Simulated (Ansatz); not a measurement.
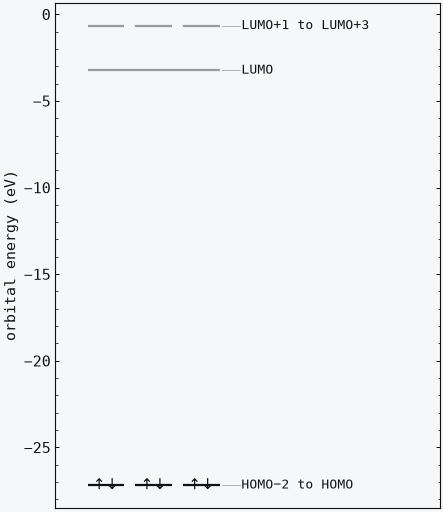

Hartree-Fock orbital energies near the frontier, HF/def2-TZVPP with the Ansatz code, at a PBE0-D4/def2-TZVP geometry (a minimum by its frequencies), isolated molecule; empty levels in grey, levels within 0.03 eV side by side.

> Which molecule has this level scheme?
A. C₂H₁₀GaNSi, SMILES C[SiH](C)[NH][GaH2], singlet
B. SeOF₂, SMILES O=[Se](F)F
C. NH₄⁺, SMILES [NH4+]

C. HOMO −27.19 eV, LUMO −3.24 eV, separation 23.95 eV.

Caveats: empty levels above zero depend strongly on the basis.
